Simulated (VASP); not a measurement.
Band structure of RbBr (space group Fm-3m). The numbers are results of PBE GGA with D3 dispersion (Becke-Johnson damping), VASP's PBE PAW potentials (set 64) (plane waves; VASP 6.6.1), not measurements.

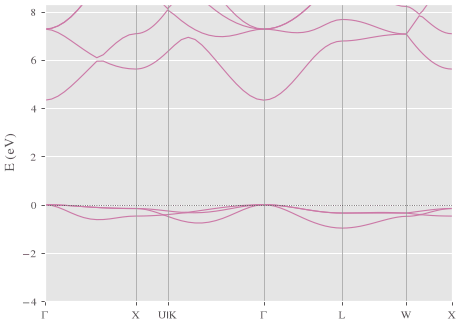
Figure: Bands along high-symmetry lines, zero at the valence-band maximum or, without a gap, the Fermi level

### Question
Read the plot: is there a gap, and where are the band edges?

### Answer
The gap is direct, 4.33 eV, from the valence maximum at Γ to the conduction minimum at Γ. (Edges off the drawn lines would not show.)

The structure comes from a measured RbBr entry (Fm-3m) of the Crystallography Open Database, whose conditions weren't checked. It was relaxed first.
